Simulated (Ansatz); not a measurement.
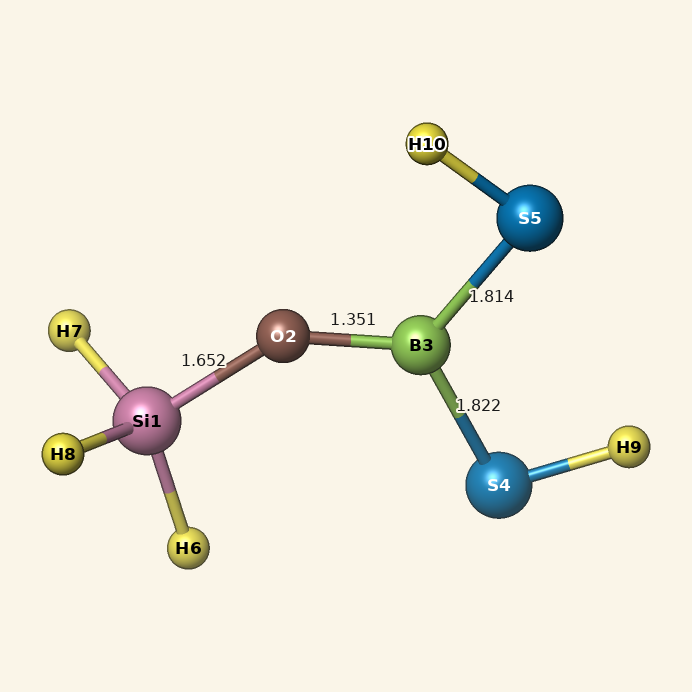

Bond lengths are marked in Å; every bond is drawn as one stick. Computed geometry: PBE0-D4/def2-TZVP optimisation. No frequency run is at hand to confirm it as a minimum.

Which of the marked bonds are single, double, triple or aromatic?

Si1–O2 single; O2–B3 single; B3–S4 single; B3–S5 single.

Write the SMILES.

[SiH3]OB(S)S
